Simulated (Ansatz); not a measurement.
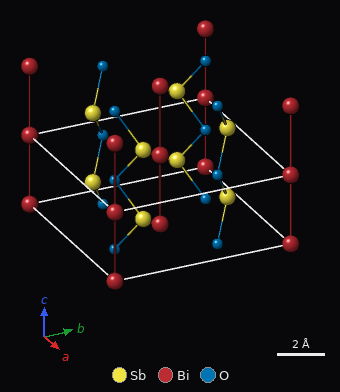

Solid BiSb₂O₂ (a generated structure, set up in P4/mbm) (coarse preliminary run), before the relaxation. A ball-and-stick model of the cell of the calculation, repeated 1 × 1 × 2 with one cell outlined, seen from a free direction.

Method: Ansatz 0.2.0, DFT PBE, scalar-relativistic, plane waves, PAW.

Input file:
```yaml
crystal:
  lattice:
    - [8.3766823354, 0.0, 0.0]
    - [0.0, 8.3766823354, 0.0]
    - [0.0, 0.0, 3.2888661164]
  atoms:
    - { symbol: Sb, position: [0.2283952643, 0.7283952643, 0.5] }
    - { symbol: Sb, position: [0.2716047357, 0.2283952643, 0.5] }
    - { symbol: Sb, position: [0.7716047357, 0.2716047357, 0.5] }
    - { symbol: Sb, position: [0.7283952643, 0.7716047357, 0.5] }
    - { symbol: Bi, position: [0.0, 0.0, 0.0] }
    - { symbol: Bi, position: [0.5, 0.5, 0.0] }
    - { symbol: O, position: [0.3375284062, 0.8375284062, 0.0] }
    - { symbol: O, position: [0.1624715938, 0.3375284062, 0.0] }
    - { symbol: O, position: [0.6624715938, 0.1624715938, 0.0] }
    - { symbol: O, position: [0.8375284062, 0.6624715938, 0.0] }
basis:
  ecutwfc: 420
kpoints:
  mp_grid: { grid: [2, 2, 6] }
hamiltonian:
  xc: pbe
scf:
  occupations: { method: gaussian, width: 0.1 }
  lower_state_search: "off"
output:
  forces: true
  stress: true
  eigenvalues: true
relax:
  adjacent_minimum: "off"
  f_tol: 0.04
  max_steps: 70
  cell: { stress_tol: 0.4 }
```

Run as
```bash
ansatz run input.yaml --threads 1 --pin off --max-ram 2560MiB --backend cpu --events-out ev --progress --plain --runs-dir out
```

**What does the optimiser find from here?**

The largest moves relative to the cell, 0.36 Å, are those of Sb1, Sb2, Sb3 and Sb4. Sb3 goes along [−1 −1 0]. By element the largest moves are Sb 0.36 Å, O 0.29 Å. Bi stays in place. The drawn cell changes as follows: a = b 8.377 → 9.006 Å (+7.5 %), c 3.289 → 3.120 Å (−5.1 %); the volume changes by +9.6 %. Some distances before and after: Bi5–Bi5 3.289 → 3.120 Å, Sb1–O7 2.092 → 2.044 Å. Bond angles that change, for instance: O10–Sb4–O10 103.7° → 99.5°, Sb4–O10–Sb4 103.7° → 99.5°. The space group stays P4/mbm (No. 127). Over 7 accepted moves (10 points after the start) the energy falls by 0.330 eV per cell of the calculation. Largest force component: 0.05 eV/Å at the start, 0.0054 eV/Å at the end. Pressure: 0.44 GPa at the start and 0.06 GPa at the end. The line search rejected the trial step at point 2 of the run. At 2 points the geometry stayed and the basis and grid were re-selected for the new cell (energy shift of 67.5 meV per cell of the calculation at most each time).

History of the run:

```
step  E − E(0), meV/atom  largest force component, eV/Å  pressure, GPa  volume, Å³/atom                      note
   0                0.00                         0.0497           0.44           23.078                          
   1              -12.68                         0.1870          -0.74           23.929                          
   2              -11.84                         0.1275           0.94           24.388                  rejected
   3              -20.78                         0.0620          -0.28           24.387                          
   4              -22.36                         0.0476           0.34           24.763                          
   5              -24.41                         0.0960          -0.49           24.868                          
   6              -25.00                         0.0177          -0.03           24.722                          
   7              -31.75                         0.0198           0.33           24.722  same geometry, new basis
   8              -32.14                         0.0076           0.14           25.082                          
   9              -32.01                         0.0056           0.05           25.301                          
  10              -33.00                         0.0054           0.06           25.301  same geometry, new basis
```

The structure at the end:

```xyz
10
Lattice="9.0057 0.0000 0.0000 0.0000 9.0057 0.0000 0.0000 0.0000 3.1197" Properties=species:S:1:pos:R:3 pbc="T T T"
Sb    2.3099    6.8128    1.5598
Sb    2.1929    2.3099    1.5598
Sb    6.6958    2.1929    1.5598
Sb    6.8128    6.6958    1.5598
Bi    0.0000    0.0000    0.0000
Bi    4.5029    4.5029    0.0000
O     3.2438    7.7467    0.0000
O     1.2591    3.2438    0.0000
O     5.7619    1.2591    0.0000
O     7.7467    5.7619    0.0000
```

The end point in the same view:

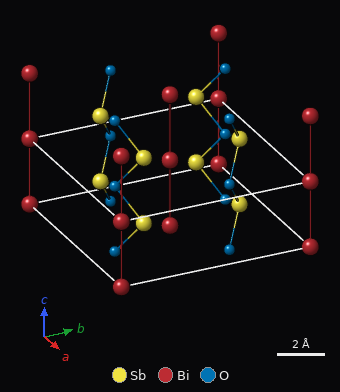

Limits of the set-up: the k-point mesh is coarse for a cell with partly filled bands; layers or molecules are held without a dispersion correction, so their spacing is unreliable.
